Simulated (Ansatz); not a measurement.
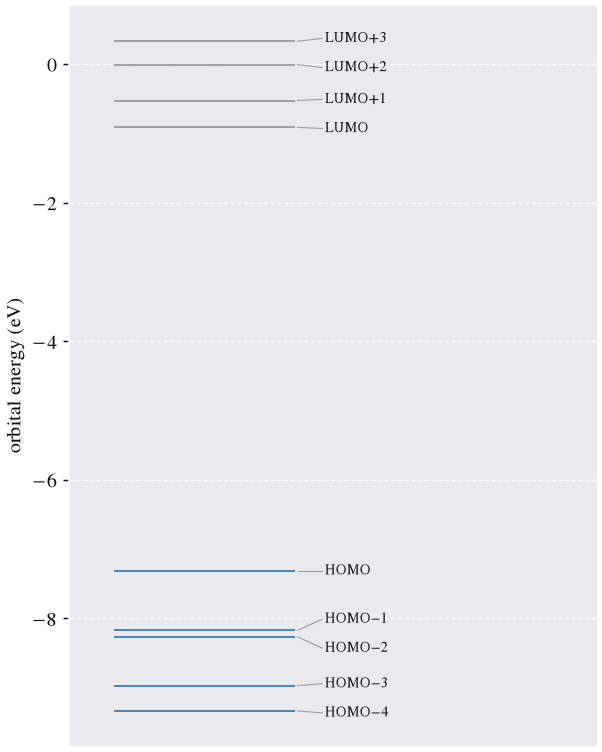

Kohn-Sham orbital energies near the frontier, B3LYP/def2-TZVPP in the Ansatz code 0.2.0, at a PBE0-D4/def2-TZVP geometry (no frequency check), isolated molecule; empty levels in grey, levels within 0.03 eV side by side.

**Which molecule has this level scheme?**
A. C₂H₆SSi₂, SMILES C#C[SiH2]S[SiH3]
B. C₂H₇NSe, SMILES CNC[SeH]
C. CH₆BNTe, SMILES CB(N)[TeH]
D. CH₆BBrSi, SMILES B[C@H]([SiH3])Br

A. HOMO −7.31 eV, LUMO −0.91 eV, separation 6.40 eV.

Caveats: one conformer of a flexible molecule; empty levels above zero depend strongly on the basis.
